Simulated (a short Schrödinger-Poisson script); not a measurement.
Structure: symmetric double-gate stack, SiO2 on p-type Si(100), at 77 K.

```tsv
layer	material	thickness (nm)	Na (cm⁻³)
1	SiO2	0.8	-
2	Si	4	1e18
3	SiO2	0.8	-
```

The device is made up for the run: typed textbook-type constants, with dimensions and the other settings drawn at random. SiO2: permittivity 3.9, conduction-band edge (eV) 3.15, gap (eV) 9, electron mass (mₑ) 0.5. Si: permittivity 11.7, conduction-band edge (eV) 0, gap (eV) 1.124, Nv at 300 K (cm⁻³) 3.1e19.

Channel valleys (confinement mass, in-plane density-of-states mass, number): Δ2 0.916, 0.19, 2; Δ4 0.19, 0.417, 4. At the gates, both at one voltage, the conduction-band edge of layer 1 lies 3.46 eV − eVg above the Fermi level of the channel. Gaps are held at their typed values at every temperature. Mesh 0.03 nm at interfaces.

Solved with a short Schrödinger-Poisson script written for these runs: 1D Poisson equation in equilibrium, electrons quantum, Hartree (BenDaniel-Duke, 12 states a valley, the channel's in-plane mass for all, wave functions free to enter the dielectric), parabolic valleys, classical holes, full ionisation, no traps, pinning or gate leakage.

Only gate voltages with over 1e8 electrons/cm² are shown.

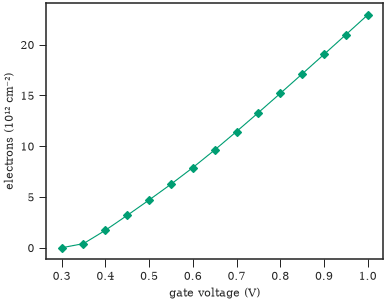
Fig. 1. Sheet density against gate voltage

```
Vg (V)  electrons (cm⁻²)  C (μF/cm²)  Δ2 E0 (meV)  Δ2 E1 (meV)  Δ4 E0 (meV)  Δ4 E1 (meV)
------  ----------------  ----------  -----------  -----------  -----------  -----------
0.3               1.45e9      0.0374         43.7        114.0        105.6        364.9
0.4              1.72e12        4.59         -9.4         57.4         51.7        306.7
0.5              4.71e12        4.90        -29.2         32.0         30.7        278.8
0.6              7.90e12        5.41        -45.2         10.8         13.9        255.2
0.7              1.14e13        5.91        -53.9         -2.8          4.4        239.2
0.8              1.52e13        6.10        -59.2        -12.6         -1.2        227.3
0.9              1.90e13        6.20        -63.4        -21.1         -5.7        216.8
1                2.29e13        6.27        -67.4        -29.0         -9.5        207.1
```

Subbands count from the Fermi level. The capacitance is that of both gates.
